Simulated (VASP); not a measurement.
Band structure of CsPbBr₃ (cubic perovskite). Calculation: r2SCAN+rVV10, VASP's PBE PAW potentials (set 64) (plane waves; VASP).

Unless said otherwise, spin-orbit coupling is left out, though it shifts the bands of the heavy elements here.

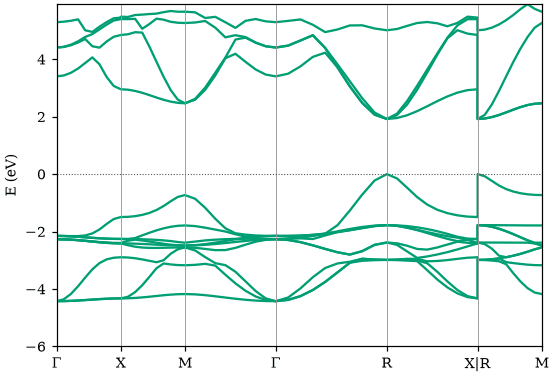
Bands along high-symmetry lines, zero at the valence-band maximum or, without a gap, the Fermi level

Q: Read the plot: is there a gap, and where are the band edges?

A: The gap is direct, 1.92 eV, from the valence maximum at R to the conduction minimum at R.

The compound is CsPbBr3 in the cubic perovskite structure, the ideal cubic form; the compound distorts at low or room temperature. It was relaxed first.
